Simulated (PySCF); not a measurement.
CH$_{9}$FS$_{2}$Si$_{3}$

The calculation's input:

```
{"job": {"kind": "uv", "xc": "CAM-B3LYP", "basis": "def2-SVPD", "nstates": 8, "ntriplets": 3}, "charge": 0, "multiplicity": 1}
C      3.823888     0.215216     0.104083
S      2.196424     0.845143     0.617358
Si     1.138669     0.461309    -1.195566
S     -0.887895     1.106983    -1.069812
Si    -1.869924    -0.325964     0.225968
F     -0.928020    -0.536815     1.521121
Si    -3.915881     0.514479     0.866889
H      4.492045     0.350212     0.947760
H      4.183541     0.780999    -0.749385
H      3.748828    -0.838778    -0.144032
H      1.185462    -0.968069    -1.477705
H      1.688278     1.262275    -2.274957
H     -1.695086    -1.618805    -0.425414
H     -4.738806     0.828272    -0.301128
H     -4.615419    -0.514296     1.642976
H     -3.813702     1.714265     1.700432
```

Command:

```sh
OMP_NUM_THREADS=1 python probes_run.py task.json out
```

Geometry: GFN2-xTB.

All numbers below come from CAM-B3LYP/def2-SVPD, SCF density, gas phase in PySCF 2.14.0.

Question: Predict the electron density and electron localisation function between the atoms.

Answer: C–S (1.82 Å): ρ at the midpoint is about 1.2 e/Å³; the ELF peaks at about 0.95 between the atoms, as expected for localised, covalent bonding.
Si–S (2.13 Å): the density is about 0.82 e/Å³ at the midpoint; the ELF peaks at about 0.90 between the atoms (a covalent bond).
C–H (1.08 Å): the density is about 2 e/Å³ at the midpoint; the ELF climbs to about 1 towards the hydrogen, as it does in any bond to H; a covalent bond by its length.

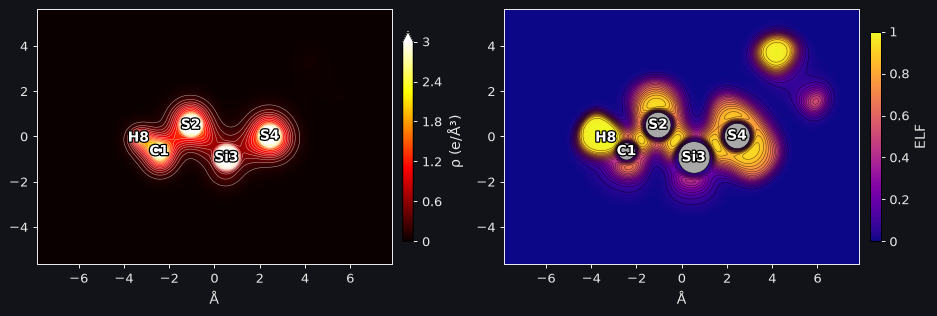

Computed electron density and electron localisation function on the plane of atoms C1, S2 and Si3, in this order. Grey discs cover the atomic cores in the ELF map. 
